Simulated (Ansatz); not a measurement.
## AlHF (SMILES [F][AlH]): the vertical ionisation energy, rung by rung

The species is AlHF (3 atoms), meant as a doublet with charge 0. SMILES: `[F][AlH]`. The coordinates come from a PBE0-D4/def2-TZVP relaxation.

```jsonl
{"atom": "F", "x (Å)": "0.9071", "y (Å)": "0.8932", "z (Å)": "0.5856"}
{"atom": "Al", "x (Å)": "-0.4325", "y (Å)": "0.3180", "z (Å)": "-0.1995"}
{"atom": "H", "x (Å)": "-0.4854", "y (Å)": "-1.2761", "z (Å)": "-0.3993"}
```

Quantity: the vertical ionisation energy (to the singlet cation), in eV. The values are calculated.

```
           level                    kind  program  value (eV)  less FCI/STO-3G
    UBLYP/STO-3G                     GGA   Ansatz        4.28            +0.75
 U-r2SCAN/STO-3G                meta-GGA   Ansatz        4.59            +1.06
U-r2SCAN0/STO-3G         hybrid meta-GGA   Ansatz        4.77            +1.24
  U-wB97X/STO-3G  range-separated hybrid   Ansatz        4.59            +1.06
     UMP2/STO-3G     perturbation theory   Ansatz        3.81            +0.28
 UBCCD(T)/STO-3G   coupled cluster or CI   Ansatz        3.55            +0.02
UCCSDT(Q)/STO-3G   coupled cluster or CI   Ansatz        3.50            -0.03
      FCI/STO-3G      exact in the basis   Ansatz        3.53             0.00
```

FCI/STO-3G is exact within its basis and frozen core, so for wave-function methods in that basis the difference is their error; functionals converge differently with the basis, so for them it is only a difference. The values span 3.50 to 4.77 eV. All rows use very small basis sets, so none should be taken for the real molecule's value.

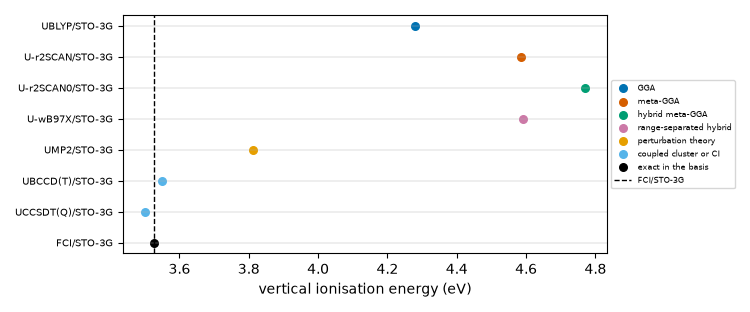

The values of the table, level by level.
